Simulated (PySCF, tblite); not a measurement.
**C7H9NOSi: geometry, infrared bands and NMR shifts**

Aim: predict the infrared bands and NMR shifts of C7H9NOSi (`C#C[SiH2]OCn1cccc1`).

Computed with tblite 0.8.0 and PySCF 2.14.0, with density-fitted response routines of our own, on a single molecule in the gas phase. Atoms are numbered from 0 throughout.

### 1 Starting geometry

19 atoms, charge 0, multiplicity 1; geometry from: force field or distance geometry start.

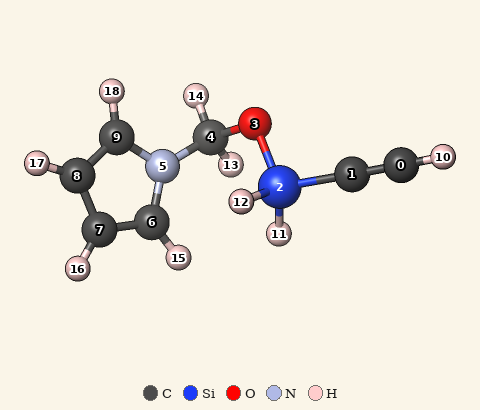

The starting geometry (carbon dark grey, silicon blue, oxygen red, nitrogen light blue, hydrogen pink), atoms numbered.

### 2 Relaxing the molecule with GFN2-xTB

Job settings and geometry (Å):

```
{"job": {"kind": "relax", "xc": "GFN2-xTB", "basis": "xTB"}, "charge": 0, "multiplicity": 1}
C      4.589000    -1.186000     0.353700
C      3.395300    -0.984900     0.110000
Si     1.640200    -0.672100    -0.233000
O      1.376700     1.032200    -0.127700
C      0.224800     1.315700    -0.824700
N     -0.963200     0.657700    -0.364400
C     -1.502600    -0.521700    -0.694200
C     -2.657200    -0.744400     0.035700
C     -2.827800     0.351800     0.842700
C     -1.778300     1.201100     0.585300
H      5.606500    -1.337800     0.548000
H      1.265800    -1.166300    -1.579300
H      0.803800    -1.317700     0.798600
H      0.448700     1.041200    -1.900000
H      0.084800     2.439300    -0.786900
H     -1.126500    -1.228100    -1.396600
H     -3.336700    -1.581600     0.017300
H     -3.624500     0.559900     1.558700
H     -1.628500     2.151100     1.064500
```

Run with:

```
OMP_NUM_THREADS=1 python probes_run.py task.json out
```

One launch serves the whole session: the jobs run in the order shown.

Log:

```text
step      E/eV     max force
  0    -768.45683    3.925
  1    -768.34119   11.030
  2    -768.72906    1.240
  3    -768.78128    0.677
  4    -768.82372    0.481
  5    -768.89150    1.076
  6    -768.92190    0.678
  7    -768.95280    0.512
  8    -768.97646    0.465
  9    -768.99259    0.380
 10    -769.00112    0.270
 11    -769.00904    0.276
 12    -769.02099    0.452
 13    -769.03846    0.574
 14    -769.05538    0.401
 15    -769.06585    0.313
 16    -769.07148    0.200
 17    -769.07595    0.225
 18    -769.07942    0.184
 19    -769.08135    0.108
 20    -769.08280    0.118
 21    -769.08436    0.152
 22    -769.08599    0.137
 23    -769.08756    0.094
 24    -769.08907    0.084
 25    -769.09067    0.136
 26    -769.09232    0.153
 27    -769.09389    0.109
 28    -769.09554    0.088
 29    -769.09761    0.133
 30    -769.10008    0.162
 31    -769.10223    0.135
 32    -769.10377    0.095
 33    -769.10533    0.113
 34    -769.10751    0.158
 35    -769.11041    0.204
 36    -769.11338    0.163
 37    -769.11574    0.110
 38    -769.11757    0.099
 39    -769.11908    0.106
 40    -769.12031    0.098
 41    -769.12119    0.160
 42    -769.12175    0.080
 43    -769.12251    0.114
 44    -769.12325    0.087
 45    -769.12400    0.041
 46    -769.12423    0.060
 47    -769.12463    0.068
 48    -769.12492    0.043
 49    -769.12539    0.049
 50    -769.12586    0.082
 51    -769.12639    0.108
 52    -769.12684    0.084
 53    -769.12721    0.056
 54    -769.12753    0.041
 55    -769.12792    0.094
 56    -769.12844    0.129
 57    -769.12899    0.120
 58    -769.12942    0.070
 59    -769.12972    0.045
 60    -769.13001    0.048
 61    -769.13039    0.052
 62    -769.13088    0.065
 63    -769.13140    0.068
 64    -769.13178    0.044
 65    -769.13204    0.034
 66    -769.13230    0.038
 67    -769.13262    0.056
 68    -769.13299    0.068
 69    -769.13337    0.056
 70    -769.13375    0.046
 71    -769.13418    0.054
 72    -769.13469    0.055
 73    -769.13525    0.051
 74    -769.13572    0.043
 75    -769.13607    0.043
 76    -769.13640    0.045
 77    -769.13672    0.050
 78    -769.13699    0.039
 79    -769.13713    0.025
 80    -769.13722    0.022
 81    -769.13732    0.027
 82    -769.13744    0.031
 83    -769.13757    0.027
 84    -769.13767    0.025
 85    -769.13777    0.029
 86    -769.13786    0.028
 87    -769.13798    0.025
 88    -769.13817    0.038
 89    -769.13842    0.046
 90    -769.13868    0.038
 91    -769.13885    0.025
 92    -769.13895    0.020
 93    -769.13903    0.017
 94    -769.13911    0.025
 95    -769.13919    0.024
 96    -769.13925    0.017
 97    -769.13929    0.016
 98    -769.13934    0.016
 99    -769.13943    0.024
100    -769.13954    0.030
101    -769.13967    0.032
102    -769.13980    0.030
103    -769.13993    0.024
104    -769.14005    0.025
105    -769.14016    0.031
106    -769.14026    0.028
107    -769.14037    0.028
108    -769.14052    0.026
109    -769.14060    0.024
110    -769.14064    0.022
111    -769.14068    0.021
112    -769.14074    0.020
113    -769.14084    0.032
114    -769.14097    0.033
115    -769.14105    0.019
116    -769.14110    0.015
117    -769.14113    0.015
118    -769.14118    0.028
119    -769.14127    0.040
120    -769.14144    0.044
121    -769.14166    0.044
122    -769.14187    0.058
123    -769.14210    0.053
124    -769.14233    0.033
125    -769.14253    0.032
126    -769.14269    0.065
127    -769.14286    0.075
128    -769.14303    0.067
129    -769.14315    0.026
130    -769.14322    0.020
131    -769.14328    0.025
132    -769.14332    0.029
133    -769.14337    0.027
134    -769.14340    0.012
135    -769.14342    0.007
```

It took 0.99 s on 1 thread of Arm Neoverse V2, shared host.

Step by step: (not every step is listed) (the energy doesn't fall at every step)

```tsv
step	energy from step 0 (eV)	largest force (eV/Å)
0	0.0000	3.9255
1	0.1156	11.0304
2	-0.2722	1.2399
3	-0.3245	0.6772
4	-0.3669	0.4811
5	-0.4347	1.0761
6	-0.4651	0.6782
7	-0.4960	0.5125
8	-0.5196	0.4654
20	-0.6260	0.1182
32	-0.6469	0.0949
44	-0.6664	0.0866
56	-0.6716	0.1288
68	-0.6762	0.0684
80	-0.6804	0.0222
92	-0.6821	0.0197
104	-0.6832	0.0251
116	-0.6843	0.0151
128	-0.6862	0.0674
130	-0.6864	0.0197
131	-0.6865	0.0249
132	-0.6865	0.0294
133	-0.6865	0.0270
134	-0.6866	0.0122
135	-0.6866	0.0075
```

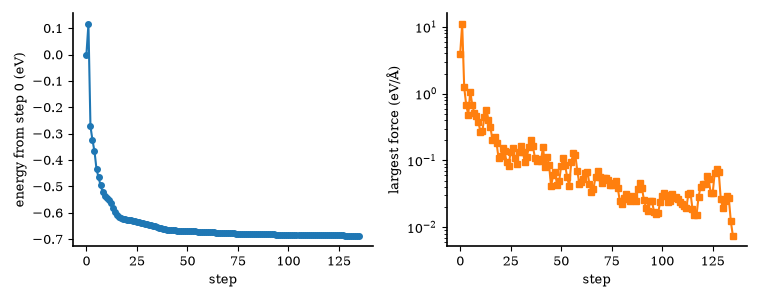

Energy and largest force along the relaxation.

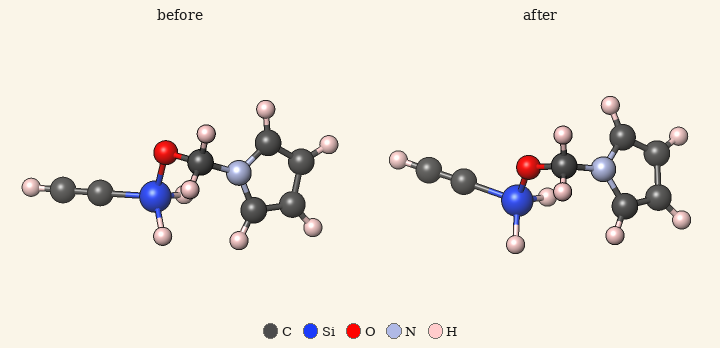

Before and after, at one scale.

Distances of close pairs at the start and the end, largest changes first:

```tsv
bond	before (Å)	after (Å)	change (Å)
Si2–O3	1.728	1.633	-0.094
C7–C8	1.372	1.411	+0.039
C4–H14	1.133	1.098	-0.035
C0–C1	1.235	1.201	-0.033
C4–H13	1.132	1.100	-0.032
C1–Si2	1.815	1.846	+0.031
N5–C6	1.338	1.364	+0.026
C8–H17	1.091	1.072	-0.019
```

The next job starts from the end point, and lists it.

### 3 Harmonic vibrations with GFN2-xTB

Job settings and geometry (Å):

```
{"job": {"kind": "ir", "xc": "GFN2-xTB", "basis": "xTB"}, "charge": 0, "multiplicity": 1}
C      4.515200    -0.803085     0.683726
C      3.378156    -0.835890     0.297306
Si     1.631389    -0.951705    -0.288937
O      1.303752     0.626221    -0.554686
C      0.154510     1.211378    -1.063221
N     -1.041383     0.722315    -0.455594
C     -1.800068    -0.311743    -0.919676
C     -2.780631    -0.576720    -0.007572
C     -2.602449     0.321899     1.065404
C     -1.522288     1.099879     0.762805
H      5.511745    -0.762152     1.019372
H      1.545674    -1.719816    -1.538131
H      0.757018    -1.523586     0.737592
H      0.094659     1.029106    -2.146353
H      0.241079     2.291366    -0.884145
H     -1.589949    -0.764348    -1.869004
H     -3.544473    -1.324003    -0.093779
H     -3.204171     0.385704     1.950430
H     -1.057573     1.894431     1.312165
```

Log:

```text
mode    cm-1     km/mol
  1      27.0      0.31
  2      34.5      0.24
  3      51.4      0.83
  4      96.7      1.14
  5     129.7      3.37
  6     187.5      1.20
  7     219.1      1.28
  8     286.2      6.28
  9     333.3      1.49
 10     448.3     11.69
 11     511.7    101.40
 12     584.0      0.16
 13     588.2      9.94
 14     608.9     40.70
 15     661.5     10.15
 16     682.1     49.43
 17     683.4     28.09
 18     709.0     18.05
 19     750.9     65.82
 20     756.1     11.83
 21     770.9     25.09
 22     780.3    410.27
 23     804.7    189.49
 24     820.3      4.47
 25     839.0      0.09
 26     841.9      0.28
 27     972.2      6.08
 28    1015.6      8.34
 29    1083.0      4.05
 30    1089.8     75.08
 31    1098.1     29.06
 32    1114.0    317.06
 33    1192.3      4.92
 34    1238.0      0.57
 35    1311.9     85.38
 36    1341.8      7.59
 37    1420.5      2.44
 38    1424.7      1.10
 39    1457.2     11.49
 40    1474.8    112.15
 41    1559.3      0.59
 42    2189.0    370.57
 43    2220.1     52.48
 44    2240.6    171.23
 45    2881.1     44.61
 46    2915.9     39.76
 47    3153.6      9.16
 48    3159.5     12.98
 49    3167.9     51.36
 50    3176.4     21.72
 51    3355.1      1.66
```

Run time: 0.73 s. Hardware: 1 thread of Arm Neoverse V2, shared host.

Which atoms move in the most intense modes:

```tsv
cm⁻¹	km/mol	atoms
512	101.4	H11 36 %, H12 36 %, Si2 13 %, C1 11 %
780	410.3	Si2 37 %, H12 25 %, H11 22 %
805	189.5	H11 48 %, H12 46 %
1114	317.1	O3 43 %, C4 35 %
1312	85.4	N5 36 %, C7 19 %, C8 19 %, C4 11 %
1475	112.2	C6 23 %, C9 22 %, N5 21 %
2189	370.6	H11 85 %, H12 11 %
2241	171.2	H12 85 %, H11 12 %
```

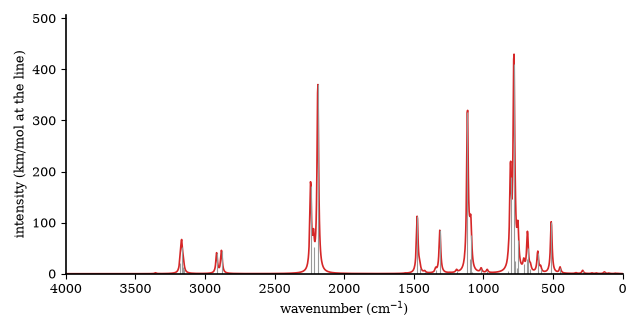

The infrared spectrum from these modes, unscaled. Lines are broadened to a width of 14 cm⁻¹ (Lorentzian).

### 4 NMR shieldings: PBE0/pcSseg-1

Same as in step 3 but for these lines:

```diff
@@ -1,2 +1,2 @@
-{"job": {"kind": "ir", "xc": "GFN2-xTB", "basis": "xTB"}, "charge": 0, "multiplicity": 1}
+{"job": {"kind": "nmr", "xc": "PBE0", "basis": "pcSseg-1"}, "charge": 0, "multiplicity": 1}
 C      4.515200    -0.803085     0.683726
```

With the program's defaults for keys left out, this is: GIAO PBE0/pcSseg-1 NMR shielding, non-relativistic, gas phase.

Log:

```text
coarse grid: 16960 points
cycle   1  E = -690.7228755473  dE =  1.829e+00  |g| = 8.165e-01  |ddm| = 4.146e+00
cycle   2  E = -690.5557266117  dE =  1.671e-01  |g| = 1.233e+00  |ddm| = 1.752e+00
cycle   3  E = -690.8546994474  dE = -2.990e-01  |g| = 1.618e-01  |ddm| = 1.160e+00
cycle   4  E = -690.8598458630  dE = -5.146e-03  |g| = 6.089e-02  |ddm| = 1.726e-01
cycle   5  E = -690.8604795105  dE = -6.336e-04  |g| = 3.357e-02  |ddm| = 5.962e-02
cycle   6  E = -690.8607422158  dE = -2.627e-04  |g| = 6.816e-03  |ddm| = 2.463e-02
cycle   7  E = -690.8607512021  dE = -8.986e-06  |g| = 2.853e-03  |ddm| = 6.226e-03
final grid: 160936 points
cycle   8  E = -690.9299405010  dE = -3.432e-05  |g| = 1.085e-02  |ddm| = 3.748e-02
cycle   9  E = -690.9299045824  dE =  3.592e-05  |g| = 1.708e-02  |ddm| = 2.142e-02
cycle  10  E = -690.9299648898  dE = -6.031e-05  |g| = 2.492e-03  |ddm| = 1.330e-02
cycle  11  E = -690.9299663469  dE = -1.457e-06  |g| = 6.175e-04  |ddm| = 2.123e-03
cycle  12  E = -690.9299664294  dE = -8.251e-08  |g| = 2.335e-04  |ddm| = 6.071e-04
cycle  13  E = -690.9299664410  dE = -1.166e-08  |g| = 6.074e-05  |ddm| = 1.797e-04
cycle  14  E = -690.9299664418  dE = -7.449e-10  |g| = 2.582e-05  |ddm| = 7.314e-05
converged SCF energy = -690.9299664418

GIAO shielding tensors (ppm)
atom      isotropic    diamagn.    paramagn.     s11        s22        s33       span
  0 C       84.976     260.527    -175.552     -1.206      4.895    251.238    252.444
  1 C       99.581     258.506    -158.925     -0.096      9.649    289.191    289.287
  2 Si     398.746     880.488    -481.742    361.659    380.671    453.908     92.248
  3 O      267.322     397.932    -130.611    204.477    246.573    350.916    146.439
  4 C      110.455     238.990    -128.535     90.289    109.622    131.453     41.165
  5 N       68.496     331.615    -263.119     -3.824     34.063    175.249    179.073
  6 C       64.449     252.923    -188.475    -10.450     73.783    130.012    140.462
  7 C       70.663     256.127    -185.464    -10.396     59.077    163.307    173.703
  8 C       69.656     256.575    -186.919    -11.255     57.827    162.396    173.652
  9 C       62.452     251.754    -189.302    -12.905     66.381    133.879    146.784
 10 H       29.896      33.022      -3.127     24.759     24.890     40.038     15.279
 11 H       26.781      29.291      -2.510     22.955     25.990     31.399      8.444
 12 H       27.563      30.986      -3.423     22.675     29.426     30.587      7.913
 13 H       26.181      28.901      -2.720     21.604     26.419     30.520      8.916
 14 H       25.948      28.053      -2.105     21.387     25.853     30.605      9.218
 15 H       25.071      32.094      -7.022     22.173     25.721     27.320      5.147
 16 H       25.231      31.303      -6.072     22.738     25.597     27.360      4.622
 17 H       25.131      31.382      -6.251     22.634     25.534     27.225      4.590
 18 H       24.836      31.946      -7.110     21.679     25.502     27.327      5.648
```

Run time: 54 s. Hardware: 1 thread of Arm Neoverse V2, shared host; peak memory 1.1 GiB.

The references, computed at this level on geometries of the same kind, shield at (ppm): 1H TMS 31.72, 13C TMS 186.9, 29Si TMS 349.2, 15N NH3 267.7, 17O H2O 336.1. Their shielding less the atom's gives the shift. The references are single molecules in the gas phase, so shifts against H2O, NH3, PH3, H3PO4 or CFCl3 are not on the usual liquid scales and can be off by tens of ppm. Atoms listed in one row are averaged.

```tsv
atoms	environment	σ (ppm)	δ (ppm)	δ scaled to CDCl3
C6, C9	aromatic CH next to a ring nitrogen	63.5	123.5	118.6
C7, C8	aromatic CH	70.2	116.8	112.0
C0	terminal alkyne carbon	85.0	101.9	97.6
C1	alkyne carbon	99.6	87.3	83.3
C4	sp3 CH2 bonded to N and O	110.5	76.5	72.7
H15, H18	hydrogen on an aromatic CH next to a ring nitrogen	24.95	6.76	6.48
H16, H17	hydrogen on an aromatic CH	25.18	6.54	6.27
H13, H14	hydrogen on an sp3 CH2 bonded to N and O	26.06	5.65	5.43
H11, H12	hydrogen on a silicon bonded to C, O	27.17	4.54	–
H10	hydrogen on a terminal alkyne carbon	29.90	1.82	1.82
Si2	silicon bonded to C, O, 2 H	398.7	-49.6	–
O3	oxygen bonded to C, Si	267.3	68.8	–
N5	pyrrole-type ring nitrogen	68.5	199.2	–
```

The scaled column applies a straight-line fit of computed shieldings to shifts measured in CDCl3 (root-mean-square error 0.16 ppm for H, 1.9 ppm for C).

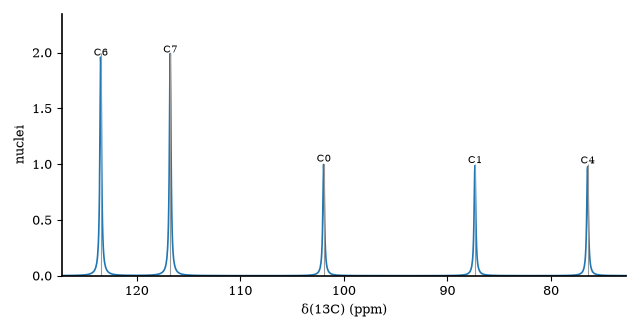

13C lines at the computed shifts, without couplings. Lines are broadened to a width of 0.19 ppm (Lorentzian).

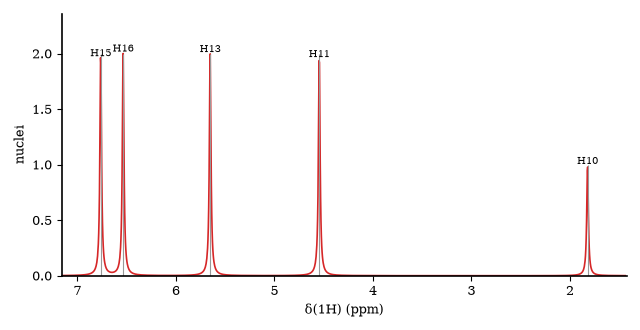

1H lines at the computed shifts, without couplings. Lines are broadened to a width of 0.02 ppm (Lorentzian).

Charges from the same density, by scheme (e):

```tsv
atoms	Mulliken	IAO	Hirshfeld	ESP fit
C0	-0.17	-0.18	-0.08	-0.26
C1	-0.17	-0.33	-0.16	-0.28
Si2	0.83	1.01	0.40	0.71
O3	-0.63	-0.64	-0.23	-0.35
C4	0.35	0.05	0.07	-0.13
N5	-0.61	-0.09	-0.01	0.23
C6, C9	0.14	-0.13	-0.03	-0.33
C7, C8	-0.16	-0.22	-0.09	-0.19
```

Mulliken charges:

C0 -0.17; C1 -0.17; Si2 0.83; O3 -0.63; C4 0.35; N5 -0.61; C6 0.13; C7 -0.16; C8 -0.16; C9 0.16; H10 0.07; H11 -0.12; H12 -0.08; H13 0.11; H14 0.12; H15 0.10; H16 0.08; H17 0.08; H18 0.10

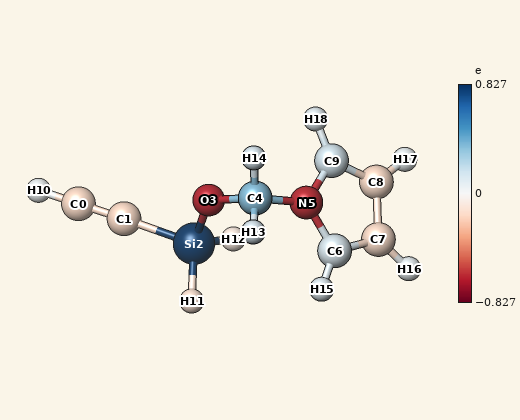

Mulliken charges, as colours on the atoms.

Mayer bond orders: C0–C1 2.55, C1–Si2 0.92, Si2–O3 0.96, O3–C4 0.93, C4–N5 0.94, N5–C6 1.11, C6–C7 1.53, C7–C8 1.34, C8–C9 1.53, C9–N5 1.12.

Ring of atoms N5, C6, C7, C8, C9: NICS(0) -13.5, NICS(1) -10.9, NICS(1)zz -29.8 ppm (means of both faces).

Orbitals, density, ELF and potential are computed afterwards from the orbital file.

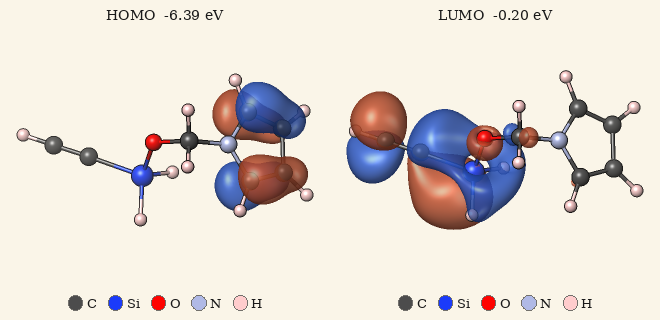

Frontier orbitals at PBE0/pcSseg-1; each surface holds 70 % of the orbital's density, blue and red mark the sign.

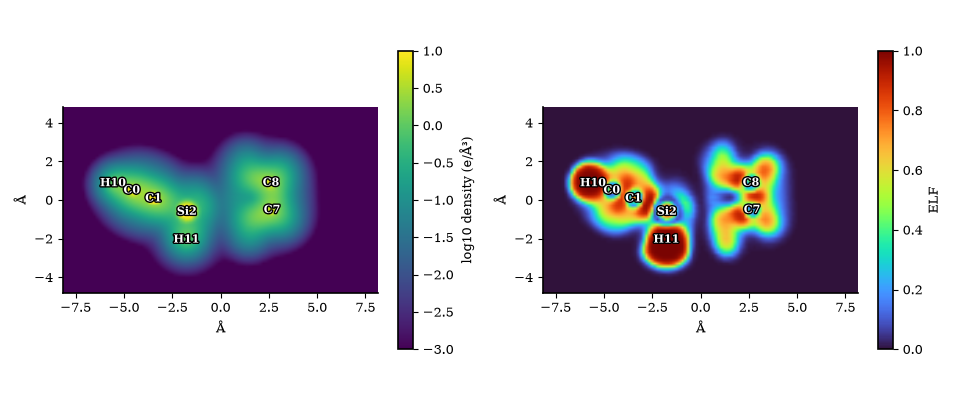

Density (left) and ELF (right) in a plane through or near 7 of the atoms.

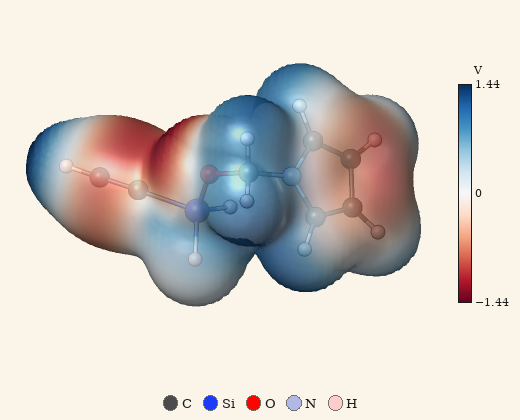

Electrostatic potential on the surface of density 0.002 e/bohr³; red is low, blue high. It runs from -1.20 V near O3 to 1.44 V near H10.

### 5 Summary of results

```
                                                               quantity                                value
                              strongest single infrared mode (GFN2-xTB)                 780 cm⁻¹, 410 km/mol
                                           zero-point energy (GFN2-xTB)                        86.4 kcal/mol
13C shifts against TMS (PBE0/pcSseg-1, means over atoms taken as alike)  123.5, 116.8, 101.9, 87.3, 76.5 ppm
 1H shifts against TMS (PBE0/pcSseg-1, means over atoms taken as alike)     6.76, 6.54, 5.65, 4.54, 1.82 ppm
                                29Si shifts against TMS (PBE0/pcSseg-1)                            -49.6 ppm
                                 17O shifts against H2O (PBE0/pcSseg-1)                             68.8 ppm
                                 15N shifts against NH3 (PBE0/pcSseg-1)                            199.2 ppm
                                  surface potential, least and greatest                   -1.20 V and 1.44 V
```

In words: Relaxing lowered the energy by 0.687 eV in 135 steps; the close pair that moved most is Si2–O3, from 1.728 to 1.633 Å. No mode is imaginary among the 51: a minimum at this level. The strongest single mode, at 780 cm⁻¹, has its largest shares on Si2, H12 and H11 (the list is cut at 3 atoms). Unscaled tight-binding wavenumbers are off by several per cent, some by more. Its intensities can rank the bands wrongly. At PBE0/pcSseg-1: The widest tensor belongs to C1: span 289 ppm, with a paramagnetic part of -159 ppm. NICS(1)zz of -30 ppm above the planar ring from N5 marks a diatropic (aromatic) ring current.
